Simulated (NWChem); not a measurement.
**Exact exchange and the dipole moment of CsCl**

CsCl: 2 atoms, total charge 0, spin state singlet. As SMILES, `[Cl][Cs]`. The bond length is the measured one.

The dipole moment y, in D, basis def2-TZVPP with a core potential; a is the functional's share of exact exchange. Programs: NWChem 7.3.0.

| functional | program | a | y (D) |
| --- | --- | --- | --- |
| TPSS | NWChem | 0 | 9.94 |
| BLYP | NWChem | 0 | 9.71 |
| B3LYP | NWChem | 0.2 | 10.07 |
| B1LYP | NWChem | 0.25 | ? |
| PBE0 | NWChem | 0.25 | 10.14 |
| BHLYP | NWChem | 0.5 | 10.42 |

**Question.** Fit y = c + s·a to the known rows and predict B1LYP.

**Answer.** 
1. Means of the 5 rows: a = 0.1900, y = 10.056.
2. Σ(Δa)² = 0.172, Σ(Δa·Δy) = 0.2058, so the slope is 0.2058/0.172 = 1.1965.
3. Intercept: 10.056 − (1.1965) × 0.1900 = 9.829. The largest residual of the fit is 0.12.
4. B1LYP: 9.829 + (1.1965) × 0.25 = 10.13 D.

The run gave 10.12 D, so the prediction is off by +0.01 D, within the scatter of the fit. More exact exchange makes the molecule more polar here. The rows mix families of semi-local functionals, which the line can't see.

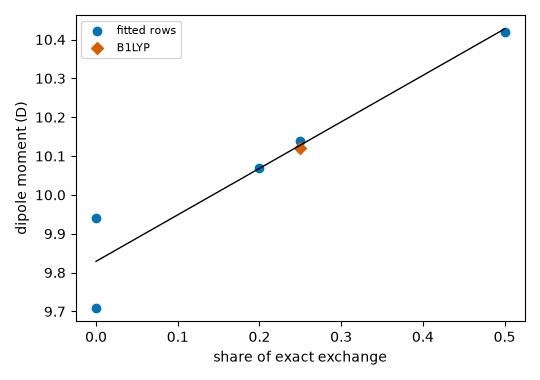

The fitted line, with the withheld row.
